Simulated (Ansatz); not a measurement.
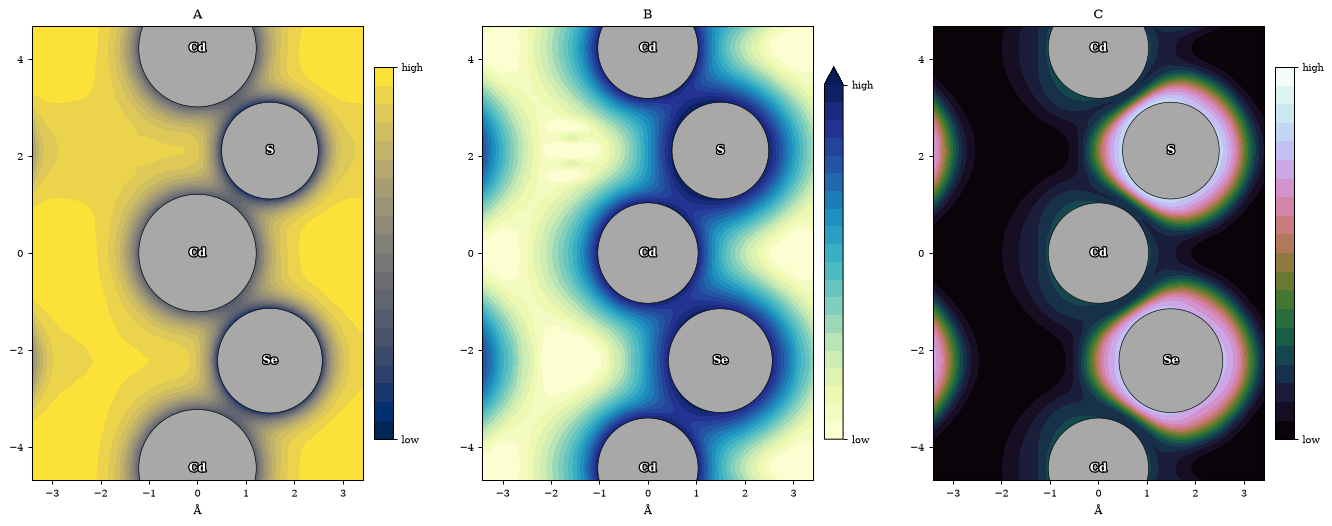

Cd$_{4}$Se$_{3}$S: 3 fields on the (101) plane of the conventional cell, with unlabelled colour scales. Grey discs cover the atomic cores.

Space group P-43m; a structure generated by program, which may or may not match a known phase.

Theory: DFT PBE, scalar-relativistic, plane waves, PAW in Ansatz 0.2.0.

### The panels show electron localisation function, electrostatic potential energy of an electron and valence pseudo-density in some order. Assign them.

Panel A: electrostatic potential energy of an electron (low next to the atoms, rising into the space between them). Panel B: valence pseudo-density. Panel C: electron localisation function. From the grid: Cd–S (2.59 Å): the density is about 0.38 e/Å³ at the midpoint; the ELF peaks at about 0.90 in the valence shell of S, 0.8 Å from its nucleus, and drops to about 0.15 between the two atoms. Cd–Se (2.68 Å): ρ at the midpoint is about 0.36 e/Å³; the ELF is about 0.40 at the midpoint and 0.15 at its lowest between the atoms.
